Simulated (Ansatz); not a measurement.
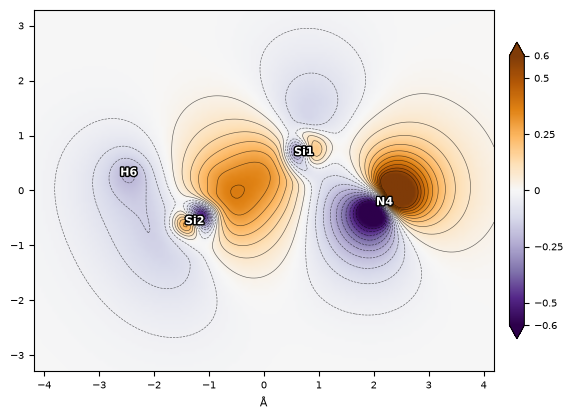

Figure 1: H$_{7}$NSi$_{2}$. The HOMO on the plane of atoms Si1, Si2 and H6 (values in Å⁻³ᐟ²; the overall sign is arbitrary).

The product side of a reaction path; geometry: PBE0-D4/def2-TZVP.

Level of theory: RKS PBE0-D4/def2-TZVPP (Ansatz 0.2.0).

```yaml
atoms:
  - { symbol: Si, position_ang: [-0.9011, 0.1251, -0.0080] }
  - { symbol: Si, position_ang: [1.0118, -1.0178, 0.7442] }
  - { symbol: H, position_ang: [-1.7975, -0.8548, -0.6808] }
  - { symbol: N, position_ang: [-0.6107, 1.4156, -1.1190] }
  - { symbol: H, position_ang: [-1.5997, 0.6972, 1.1757] }
  - { symbol: H, position_ang: [0.6629, -2.1106, 1.6956] }
  - { symbol: H, position_ang: [1.7467, -1.6201, -0.4045] }
  - { symbol: H, position_ang: [1.9428, -0.0810, 1.4353] }
  - { symbol: H, position_ang: [-0.1564, 2.2519, -0.7869] }
  - { symbol: H, position_ang: [-0.2987, 1.1947, -2.0516] }
```

Q: Describe this orbital and give its energy.

A: It lies mainly on N4 (about 40 %), Si2 (about 20 %) and Si1 (about 20 %). Its energy is −7.03 eV.
